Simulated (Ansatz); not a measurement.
# The Cr2NF2 MXene bilayer (AA) between two gates

Aim: screening and gap of the neutral Cr2NF2 MXene bilayer (AA) between oppositely charged gates.

Program: Ansatz 0.2.0. Level of theory: plane-wave DFT, PBE-D3(BJ), Ansatz PAW. Results are calculated unless marked as measured.

In doubt: warnings of the run leave room for a lower electronic state, so energies may not be the lowest and differences between runs may mislead.

### 1. Set-up

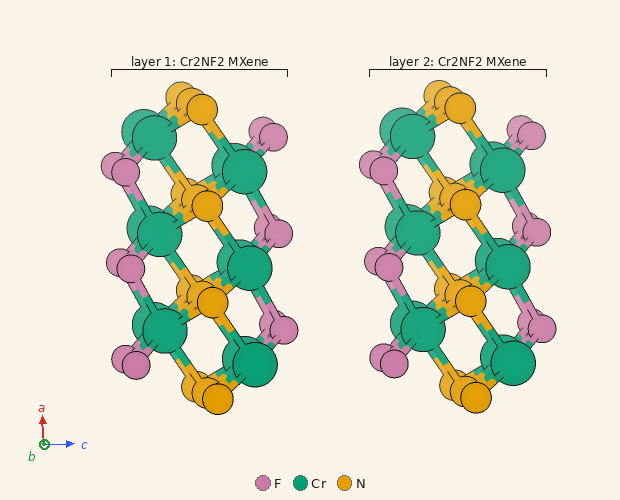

Start, viewed from the side, with the c axis across the page; fluorine pink, chromium teal, nitrogen orange. 3×2×1 cells are drawn. Some periodic images of atoms are drawn too.

The cell holds 10 atoms: 4 F, 4 Cr and 2 N. Cell: a = 2.764 Å, b = 2.764 Å, c = 52.170 Å, α = 90.0°, β = 90.0°, γ = 120.0°. Regions: layer 1: Cr2NF2 MXene, 5 atoms (2 F, 2 Cr and 1 N); layer 2: Cr2NF2 MXene, 5 atoms (2 F, 2 Cr and 1 N). Vacuum lies along c.

### 2. Relaxation

The starting cell is a guess, so the in-plane lattice and the atoms are relaxed first, with the slab cut off from its images along the normal.

The input, input.yaml:

```yaml
crystal:
  lattice:
    - [2.764476, 0.0, 0.0]
    - [-1.382238, 2.3941064442, 0.0]
    - [0.0, 0.0, 52.1699442574]
  atoms:
    - { symbol: F, position: [0.3333333333, 0.6666666667, 0.3986969949] }
    - { symbol: Cr, position: [0.6666666667, 0.3333333333, 0.4155016417], spin: 2.0 }
    - { symbol: "N", position: [0.0, 0.0, 0.4364100132] }
    - { symbol: Cr, position: [0.3333333333, 0.6666666667, 0.4573183848], spin: 2.0 }
    - { symbol: F, position: [0.6666666667, 0.3333333333, 0.4741230316] }
    - { symbol: F, position: [0.3333333333, 0.6666666667, 0.5258769684] }
    - { symbol: Cr, position: [0.6666666667, 0.3333333333, 0.5426816152], spin: 2.0 }
    - { symbol: "N", position: [0.0, 0.0, 0.5635899868] }
    - { symbol: Cr, position: [0.3333333333, 0.6666666667, 0.5844983583], spin: 2.0 }
    - { symbol: F, position: [0.6666666667, 0.3333333333, 0.6013030051] }
  periodic: [true, true, false]
magnetization:
  spin_polarized: true
kpoints:
  mp_grid: { grid: [12, 12, 1] }
hamiltonian:
  xc: pbe
  dispersion: d3bj
scf:
  occupations: { method: fermi_dirac, width: 0.05 }
  convergence: { dr2_threshold: 1.0e-09 }
relax:
  f_tol: 0.004
  max_steps: 90
  cell: {}
output:
  write_potential: true
  write_density: true
  volumetric_format: npy
```

The run is started by

```console
> ansatz run input.yaml --threads 4 --pin off --max-ram 12288MiB --backend cpu --events-out ev --progress --plain --runs-dir out
```

Numbers of over 12 decimals in the logs are rounded to 6 here.

Log:

```text
Warning: relax.cell: scf.convergence.dr2_threshold = 1e-9 eV is looser than the 2.36338116648e-10 eV advised for a relaxation that steers and ends on the stress (1e-10 eV for each atom of the cell: 10, times the square of relax.cell.stress_2d_tol = 0.05 N/m over 20.6 Å (the atoms' height at the walk's start and 5 Å past either face), 2.431e-2 GPa, over a crystal's default 0.05). What an SCF threshold leaves in a stress goes as its square root, and in the free energy as the threshold itself, and one threshold admits the most on a small cell: [figures from the program's tests cut] Set scf.convergence.dr2_threshold to 2.36338116648e-10 eV or tighter. [rest of the remark cut]
Engine: ansatz 0.2.0, aarch64-unknown-linux-gnu
Pseudopotentials: kind: paw
Pseudopotential: F, paw, valence charge 7, recommended cutoff 420 eV (normal), F.paw.azcp
Pseudopotential: Cr, paw, valence charge 14, recommended cutoff 420 eV (normal), Cr.paw.azcp
Pseudopotential: N, paw, valence charge 5, recommended cutoff 420 eV (normal), N.paw.azcp
Functional definition: PBE
  parameter kappa = 0.804
  parameter beta = 0.066725
  exchange = pbe_x(kappa = kappa, mu = beta*pi^2/3)
  correlation = pbe_c(beta = beta)
Crystal: 10 atoms, lattice volume = 345.284 Å³
Basis set: ecut = 420 eV, 6739 PW (Γ), exchange–correlation on 40×40×720 points (8 copies of the dense FFT grid, shifted against one another)
Bands: 62, of which v1, the nominal top of the filled ones, is band 47 counted from 1 (46 counted from 0)
Symmetry: 12 space group operations
Space group: P-3m1 (ITA 164), of the structure as read, at distance tolerance 7.0e-5 Å
Magnetic group: BNS 164.85 (UNI 1315), of the structure as read, at distance tolerance 7.0e-5 Å
k-points: 19 of 144
Non-local potential: F, projectors of the file, l = 0: 2, l = 1: 2, l = 2: 1
Non-local potential: Cr, projectors of the file, l = 0: 3, l = 1: 2, l = 2: 3, l = 3: 1
Non-local potential: N, projectors of the file, l = 0: 2, l = 1: 2, l = 2: 1
PAW form: soft (Blöchl's): semilocal exchange-correlation on the pseudo side does not see the compensation charge
PAW one-centre angular grid: F, 110 points (default); XC on 64 Gauss nodes
PAW one-centre angular grid: Cr, 590 points (default); XC on 64 Gauss nodes
PAW one-centre angular grid: N, 110 points (default); XC on 64 Gauss nodes
Initial density: superposition of atomic densities (neutral atoms: chi_scale 0, normalization atom)
Starting moments: Σ|m| = 8 μB on 4 of 10 sites
Initial wavefunctions: pseudopotential atomic-orbital guess
Functional: x = pbe(κ = 0.804, μ = 0.219515), c = pbe(β = 0.066725)
SCF iter   1: F=—  HF=-17528.188698 eV  |F-HF|=—  |Δ(HF+E_count)|=         —  Δρ=6.50e-2 (↑6.50e-2 ↓5.95e-2)  dr2=5.72e1  dr2_m=3.45e-1  M=7.027 μB ∫|m|=7.041 μB  β_m=0.30  ethr=3.10e-3  ⟨swp⟩=15.1  Hψ=17105  notcnv=0  defer=41
Mixer restart at iter 1: flushing history
preconditioner: auto → LDOS  [metal: Δε(μ)=0.006 eV  Ē_g=14.775 eV  σ=0.050 eV  W_gap=0.03  n_scr=36 (ndim 8)  ℏωp=15.7 eV  f_vac=0.742  D(μ)=10.38/eV (n_scr^D=38)]
spin=Collinear: LDOS preconditioning applied to the charge; magnetization (m = ρ↑ − ρ↓) channel mixes plain (no charge-response kernel on spin).
SCF iter   2: F=—  HF=-17516.832909 eV  |F-HF|=—  |Δ(HF+E_count)|=    1.14e1  Δρ=4.15e-2 (↑3.90e-2 ↓4.15e-2)  dr2=2.31e1  dr2_m=3.28e-1  M=7.662 μB ∫|m|=7.668 μB  β_m=0.55  ethr=3.10e-3  ⟨swp⟩=4.9  Hψ=6669  notcnv=0  defer=172
SCF iter   3: F=—  HF=-17509.927192 eV  |F-HF|=—  |Δ(HF+E_count)|=    6.91e0  Δρ=1.06e-2 (↑1.06e-2 ↓1.06e-2)  dr2=1.57e-1  dr2_m=3.01e-1  M=8.815 μB ∫|m|=8.821 μB  β_m=0.69  ethr=3.10e-3  ⟨swp⟩=5.7  Hψ=7758  notcnv=0  defer=177
SCF iter   4: F=—  HF=-17510.292469 eV  |F-HF|=—  |Δ(HF+E_count)|=         —  Δρ=1.13e-2 (↑1.13e-2 ↓1.05e-2)  dr2=6.16e-2  dr2_m=3.66e-1  M=9.817 μB ∫|m|=9.826 μB  β_m=0.69  ethr=1.67e-4  ⟨swp⟩=4.4  Hψ=6062  notcnv=0  defer=168
SCF iter   5: F=—  HF=-17510.224320 eV  |F-HF|=—  |Δ(HF+E_count)|=   6.81e-2  Δρ=4.83e-3 (↑3.75e-3 ↓4.83e-3)  dr2=1.70e-1  dr2_m=1.68e-2  M=9.868 μB ∫|m|=9.879 μB  β_m=0.67  ethr=6.55e-5  ⟨swp⟩=3.8  Hψ=5762  notcnv=0  defer=169
SCF iter   6: F=—  HF=-17510.248870 eV  |F-HF|=—  |Δ(HF+E_count)|=   2.46e-2  Δρ=1.57e-3 (↑1.47e-3 ↓1.57e-3)  dr2=3.49e-2  dr2_m=2.09e-4  M=9.916 μB ∫|m|=9.928 μB  β_m=0.73  ethr=6.55e-5  ⟨swp⟩=3.0  Hψ=5330  notcnv=0  defer=173
SCF iter   7: F=—  HF=-17510.259069 eV  |F-HF|=—  |Δ(HF+E_count)|=   1.02e-2  Δρ=3.97e-4 (↑3.97e-4 ↓2.79e-4)  dr2=1.18e-3  dr2_m=1.14e-4  M=9.937 μB ∫|m|=9.950 μB  β_m=0.76  ethr=3.71e-5  ⟨swp⟩=2.9  Hψ=4616  notcnv=0  defer=173
SCF iter   8: F=—  HF=-17510.260245 eV  |F-HF|=—  |Δ(HF+E_count)|=   1.18e-3  Δρ=2.31e-4 (↑2.31e-4 ↓1.04e-4)  dr2=2.16e-4  dr2_m=3.77e-5  M=9.942 μB ∫|m|=9.955 μB  β_m=0.74  ethr=1.25e-6  ⟨swp⟩=3.8  Hψ=5580  notcnv=0  defer=171
SCF iter   9: F=—  HF=-17510.260260 eV  |F-HF|=—  |Δ(HF+E_count)|=   1.52e-5  Δρ=4.81e-5 (↑4.81e-5 ↓3.37e-5)  dr2=9.33e-6  dr2_m=3.04e-6  M=9.941 μB ∫|m|=9.954 μB  β_m=0.77  ethr=2.30e-7  ⟨swp⟩=4.0  Hψ=5481  notcnv=0  defer=171
SCF iter  10: F=—  HF=-17510.260232 eV  |F-HF|=—  |Δ(HF+E_count)|=   2.86e-5  Δρ=1.23e-5 (↑1.23e-5 ↓1.13e-5)  dr2=5.67e-7  dr2_m=3.47e-7  M=9.942 μB ∫|m|=9.954 μB  β_m=0.77  ethr=9.93e-9  ⟨swp⟩=3.4  Hψ=4763  notcnv=0  defer=171
SCF iter  11: F=—  HF=-17510.260232 eV  |F-HF|=—  |Δ(HF+E_count)|=   5.04e-7  Δρ=3.90e-6 (↑2.37e-6 ↓3.90e-6)  dr2=3.99e-8  dr2_m=2.46e-8  M=9.942 μB ∫|m|=9.954 μB  β_m=0.76  ethr=6.04e-10  ⟨swp⟩=3.4  Hψ=5217  notcnv=0  defer=171
SCF iter  12: F=—  HF=-17510.260232 eV  |F-HF|=—  |Δ(HF+E_count)|=   1.19e-8  Δρ=6.57e-7 (↑5.23e-7 ↓6.57e-7)  dr2=8.19e-10  dr2_m=8.96e-10  M=9.942 μB ∫|m|=9.954 μB  β_m=0.83  ethr=4.25e-11  ⟨swp⟩=3.4  Hψ=5127  notcnv=0  defer=171
SCF iter  13: F=-17510.260232 eV  HF=-17510.260232 eV  |F-HF|=3.64e-12  |Δ(HF+E_count)|=   1.18e-8  Δρ=1.41e-7 (↑1.41e-7 ↓9.38e-8)  dr2=6.83e-11  dr2_m=2.87e-11  M=9.942 μB ∫|m|=9.954 μB  ethr=1.00e-12  ⟨swp⟩=8.5  Hψ=18082  notcnv=0
SCF 1 converged in 13 iterations: F = -17510.260232 eV  dr2 = 6.83e-11
  greatest PAW one-centre occupation: 1.000 electrons in one spin orbital (limit 2), on the Cr atom at site 8 (counted from 0), in its partial waves of l = 0
relax step   1: F+E_penalty+E_count = -17510.26023232 eV  Δ(F+E_penalty+E_count) = +0.000e0 eV  max|allowed force component| = 6.465e0 eV/Å  Δτ_max = 0.0000 Å  P = +115.077 N/m  Ω = 345.284 Å³  fix = [c, alpha, beta]  reactions: c +0.000 N/m  (13 SCF iters, accepted)
Crystal: 10 atoms, lattice volume = 368.932 Å³
[...]
relax step  13: F+E_penalty+E_count = -17516.91720279 eV  Δ(F+E_penalty+E_count) = +2.705e-4 eV  max|allowed force component| = 2.220e-4 eV/Å  Δτ_max = 0.0028 Å  P = +0.008 N/m  Ω = 403.953 Å³  energy of the carried Pulay correction = -2.903e-4 eV  fix = [c, alpha, beta]  reactions: c +0.000 N/m  (8 SCF iters, accepted)
iter 1 solved again at ethr=1.17e-7 eV; its pass at ethr=3.10e-3 eV (dr2=1.10e-4 eV) is discarded
SCF iter   1: F=—  HF=-17516.917035 eV  |F-HF|=—  |Δ(HF+E_count)|=         —  Δρ=1.37e-5 (↑1.37e-5 ↓6.43e-6)  dr2=4.88e-8  dr2_m=5.05e-8  M=12.039 μB ∫|m|=12.383 μB  β_m=0.65  ethr=1.17e-7  ⟨swp⟩=6.3  Hψ=25813  notcnv=0
preconditioner: auto → LDOS  [metal: Δε(μ)=0.008 eV  Ē_g=10.864 eV  σ=0.050 eV  W_gap=0.04  n_scr=30 (ndim 8)  ℏωp=14.5 eV  f_vac=0.734  D(μ)=4.42/eV (n_scr^D=22)]
spin=Collinear: LDOS preconditioning applied to the charge; magnetization (m = ρ↑ − ρ↓) channel mixes plain (no charge-response kernel on spin).
SCF iter   2: F=—  HF=-17516.917410 eV  |F-HF|=—  |Δ(HF+E_count)|=   3.75e-4  Δρ=4.90e-6 (↑4.90e-6 ↓2.32e-6)  dr2=1.43e-8  dr2_m=6.90e-9  M=12.039 μB ∫|m|=12.383 μB  β_m=0.58  ethr=5.19e-11  ⟨swp⟩=5.5  Hψ=8109  notcnv=0
SCF iter   3: F=—  HF=-17516.917478 eV  |F-HF|=—  |Δ(HF+E_count)|=   6.74e-5  Δρ=2.05e-6 (↑2.05e-6 ↓9.74e-7)  dr2=2.04e-9  dr2_m=1.16e-9  M=12.039 μB ∫|m|=12.383 μB  β_m=0.69  ethr=1.53e-11  ⟨swp⟩=3.7  Hψ=4803  notcnv=0
SCF iter   4: F=-17516.917508 eV  HF=-17516.917508 eV  |F-HF|=2.48e-7  |Δ(HF+E_count)|=   3.04e-5  Δρ=1.05e-7 (↑1.05e-7 ↓1.03e-7)  dr2=4.41e-11  dr2_m=2.02e-11  M=12.039 μB ∫|m|=12.383 μB  ethr=1.06e-12  ⟨swp⟩=16.8  Hψ=19803  notcnv=0
SCF 14 converged in 4 iterations: F = -17516.917508 eV  dr2 = 4.41e-11
relax step  14: F+E_penalty+E_count = -17516.91750844 eV  Δ(F+E_penalty+E_count) = -3.057e-4 eV  max|allowed force component| = 2.209e-4 eV/Å  Δτ_max = 0.0000 Å  P = +0.011 N/m  Ω = 403.953 Å³  fix = [c, alpha, beta]  reactions: c +0.000 N/m  stress off target by 1.06e-2 N/m on what of the cell is left free  SCF on the basis re-selected at this cell (its energy is not comparable with the rows above)  (4 SCF iters)
basis re-selected at this cell: Δ(F+E_penalty+E_count) = -3.057e-4 eV, ΔP = +0.003 N/m vs the last step (what re-selecting the basis moved, of the pressure what is left beyond the Pulay correction that the steps carried, after the strain that the cell walked since its last selection, with what the two solves' SCF thresholds leave and, on support functions, any second-order correction that the steps lacked; it is no m [...]
WARN: The output density's exchange-correlation potential varies sharply where the density is thin. Do not read a vacuum level from v_tot or v_xc, or from such a field of the output density. On a cell that repeats whose density bears no net charge and no dipole along the vacuum's axis use v_es (v_loc + v_h of the components); under efield.dipole_correction with no amplitude use v_es + v_field, which holds any externa [...]
WARN: an SCF from antiferromagnetic starting moments (0.00, 2.92, 0.00, -2.92, 0.00, 0.00, -2.92, 0.00, 2.92, 0.00 Bohr magnetons, atom by atom) was not made, by what the run has read of turns of its moments that order reads lower: the deck asks for what bars it, or types moments that do (magnetization.spin_polarized, in the input reference, names some of the keys), or the run goes by scf.lower_state_search: light, the default, which as a rule tries one only behind a close that has lost an order of both signs, or on which an open d or half-filled 4f shell of a PAW file has lost a moment that was set nearer to Hund's than to what is left; [rest of the remark cut]
SCF converged after 4 iterations
Magnetization: 12.0390 μB (53.0195 up, 40.9805 down)
Absolute magnetization: 12.3834 μB (∫|ρ↑−ρ↓|, with the PAW one-centre terms)
Spin contamination: 0.0844 ħ² per cell (⟨S²⟩ above its minimum at these occupations)
Per-site moments (μB) at R_I (Å): [(0.058989, 0.862750), (2.512759, 0.850629), (-0.072797, 0.850622), (2.512408, 0.850622), (0.059015, 0.861069), (0.059015, 0.861069), (2.512408, 0.850622), (-0.072797, 0.850622), (2.512759, 0.850629), (0.058989, 0.862750)]
Free energy (F): -17516.917508 eV
Harris-Foulkes:  -17516.917508 eV  (|F-HF|=2.48e-7)
Internal energy: -17516.880822 eV  (E = F + TS)
E sigma→0 (E₀):  -17516.899165 eV
Entropy (-TS):   -0.036686 eV (-3.669 meV/atom)
Fermi energy:    -5.188572 eV
--- Per-component energies (eV) ---
  E_band       = -2603.335125
  E_kinetic    = 2455.007536
  E_local      = -897659.188668  (includes V_loc(G=0)·N_el)
  E_nonlocal   = 718.597737
  E_hartree    = 447211.372655
  E_xc         = -992.211855
  E_vxc        = -1266.628935  (∫ρ·V_xc dr)
  E_paw        = -5848.226149  (= ΣΔE_a)
  E_vpaw       = -1273.879908  (= ΣTr[D̂ρ^β])
  E_aug_tail   = 0.009245  (compensation charges beyond the density's cutoff)
  E_ewald      = 436599.452923
  E_disp       = -1.694245  (pairwise vdW)
  E_smearing   = -0.036686  (= −TS)
  E_closure    = 0.000000  (closes the sum)
  Σ components = -17516.917508   (vs F -17516.917508, Δ=0.00e0)
--- Forces (eV/Å), atoms counted from 1 ---
  atom   1  F      0.00000000     0.00000000    -0.00013170
  atom   2  Cr     0.00000000    -0.00000000    -0.00005678
  atom   3  N     -0.00000000     0.00000000    -0.00004694
  atom   4  Cr     0.00000000     0.00000000     0.00022089
  atom   5  F      0.00000000    -0.00000000    -0.00014903
  atom   6  F      0.00000000     0.00000000     0.00014903
  atom   7  Cr    -0.00000000    -0.00000000    -0.00022089
  atom   8  N     -0.00000000    -0.00000000     0.00004694
  atom   9  Cr     0.00000000     0.00000000     0.00005678
  atom  10  F      0.00000000    -0.00000000     0.00013170
  max |Σ_I F_I| component: 3.23e-17 eV/Å
--- 2D stress c σ (N/m, compression-positive) ---
        0.010635      -0.000000       0.000000
        0.000000       0.010635      -0.000000
        0.000000      -0.000000       0.000000
  P = ½ c Tr σ = 0.0106 N/m
--- Band table (eV; the first three rows and the last of 38) ---
  k-point 0 ↑: bands = [... 43 lower, -7.4414, -7.0634, -7.0589, -6.2939, -6.2939, -6.2938, -6.2938, -5.5643, ... 11 higher]
  k-point 1 ↑: bands = [... 43 lower, -7.3264, -6.9821, -6.9771, -6.2830, -6.2816, -6.2435, -6.2418, -5.6424, ... 11 higher]
  k-point 2 ↑: bands = [... 43 lower, -7.0682, -6.7464, -6.7267, -6.2502, -6.2468, -6.1142, -6.1116, -5.7293, ... 11 higher]
  k-point 18 ↓: bands = [... 43 lower, -3.9424, -3.9073, -3.9073, -2.9070, -2.9070, -2.8700, -2.8695, -2.8695, ... 11 higher]
  the weakly bound empty levels are not read free of the cell's end (no_gap_told)
--- Relaxed structure (11 steps of the walk, 11 accepted, 3 SCFs on fresh bases) ---
  F+E_penalty+E_count = -17516.91750844 eV   max|allowed force component| = 2.209e-4 eV/Å   (the final SCF, on the basis selected at the relaxed cell)
  cell:  # Å, volume = 403.9528 Å³
    - [2.990128, 0, 0]
    - [-1.495064, 2.589527, 0]
    - [0, 0, 52.1699442574]
  atoms:
    - { symbol: F, position: [0.333333, 0.666667, 0.388373] }
    - { symbol: Cr, position: [0.666667, 0.333333, 0.411005] }
    - { symbol: N, position: [-1.5263730064145074e-18, -3.0527460128287097e-18, 0.432624] }
    - { symbol: Cr, position: [0.333333, 0.666667, 0.454243] }
    - { symbol: F, position: [0.666667, 0.333333, 0.476737] }
    - { symbol: F, position: [0.333333, 0.666667, 0.523263] }
    - { symbol: Cr, position: [0.666667, 0.333333, 0.545757] }
    - { symbol: N, position: [1.526373006412709e-18, 3.0527460128257222e-18, 0.567376] }
    - { symbol: Cr, position: [0.333333, 0.666667, 0.588995] }
    - { symbol: F, position: [0.666667, 0.333333, 0.611627] }
```

Run time: 4.8 min. Hardware: 4 threads of Arm Neoverse V1, shared host; peak memory 1.5 GiB; 19 min of CPU time.

Relaxation path:

```csv
step,energy less that of the first step (eV),largest force component (eV/Å),volume (Å³)
1,0.0000,6.4646,345.28
2,-4.2403,3.5452,368.93
3,-6.1220,1.2637,385.81
4,-6.4323,0.2305,392.21
5,-6.4538,0.2109,395.69
6,-6.4620,0.0496,394.23
7,-6.4622,0.0039,394.29
8*,-6.6316,0.0066,394.29
9,-6.6462,0.0248,400.88
10,-6.6448,0.0103,403.52
11,-6.6446,0.0019,403.70
12*,-6.6572,0.0016,403.70
13,-6.6570,0.0002,403.95
14*,-6.6573,0.0002,403.95
```

Relaxation steps marked * repeat the geometry before them on a plane-wave basis chosen anew for their cell, so energy and pressure can jump there.

The run keeps the 12 symmetry operations that it works with, so distortions that break them were not tested.

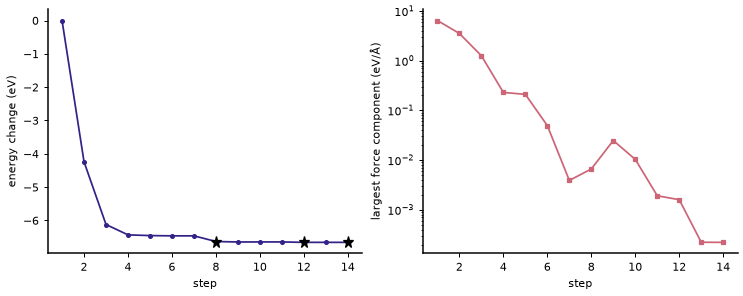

Energy and largest force along the relaxation. Stars mark steps on a basis chosen anew.

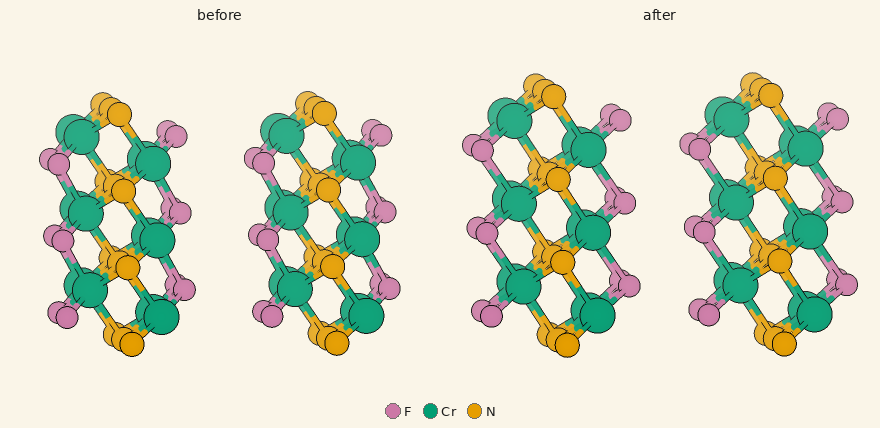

The structure before and after the relaxation, drawn at the same scale.

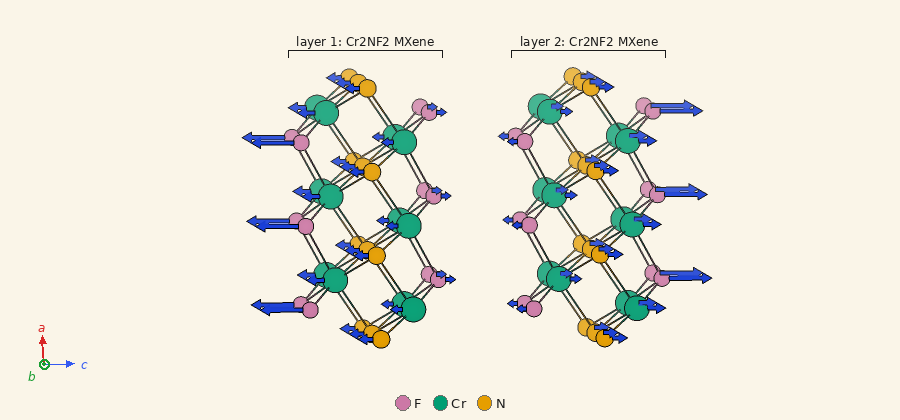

Displacements in the relaxation, exaggerated, measured against the changing cell; the longest in the cell stands for 0.54 Å. 3×2×1 cells are drawn. Some periodic images of atoms are drawn too.

| cell as run | before | after | change |
| --- | --- | --- | --- |
| a (Å) | 2.764 | 2.990 | +8.2 % |
| b (Å) | 2.764 | 2.990 | +8.2 % |

The atoms that moved most (Å, along periodic axes as changes of fractional coordinates times the final cell, across vacuum about the mean position):

```csv
atom,dx,dy,dz,length
F1,0.000,0.000,-0.539,0.539
F10,0.000,0.000,0.539,0.539
Cr2,0.000,0.000,-0.235,0.235
Cr9,0.000,0.000,0.235,0.235
N8,0.000,0.000,0.197,0.197
N3,0.000,0.000,-0.197,0.197
Cr4,0.000,0.000,-0.160,0.160
Cr7,0.000,0.000,0.160,0.160
```

Numbers from this step:

| Item | Value |
| --- | --- |
| energy at zero smearing | -17516.8992 eV |
| total moment | 12.04 μB |

Site moment by atom:

```csv
atom,site moment (μB)
F1,0.06
Cr2,2.51
N3,-0.07
Cr4,2.51
F5,0.06
F6,0.06
Cr7,2.51
N8,-0.07
Cr9,2.51
F10,0.06
```

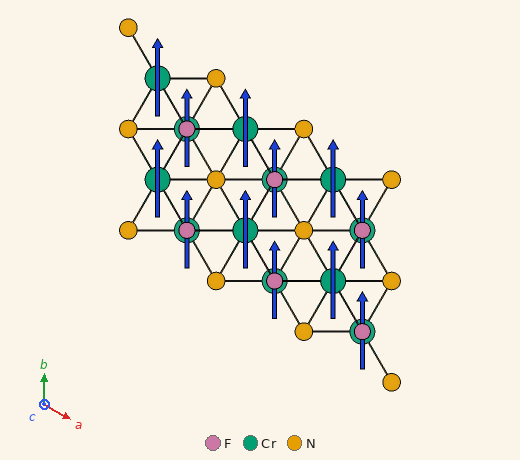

Site moment as arrows, the longest 2.51 μB. Up and down stand for the sign. Arrows give size and sign along the axis of quantisation, drawn up and down the page. 3×2×1 cells are drawn. Some periodic images of atoms are drawn too.

The lattice constant a goes from 2.764 to 2.990 Å.

(Continued in part 2 of 3.)

[Logs are printed without paths, hosts, clocks, repeated set-up lines and the standing remarks that a program may print on its own settings, such as how far it seeks lower states.]

[Hosts, paths, dates, database ids (printed as entryN), source tags and the programs' standing remarks are cut or masked in the printed files.]

[Maps of the electrostatic potential energy from Ansatz leave out the sawtooth potential of an applied field or a dipole correction, so their vacuum need not be flat; planar profiles and work functions include it.]
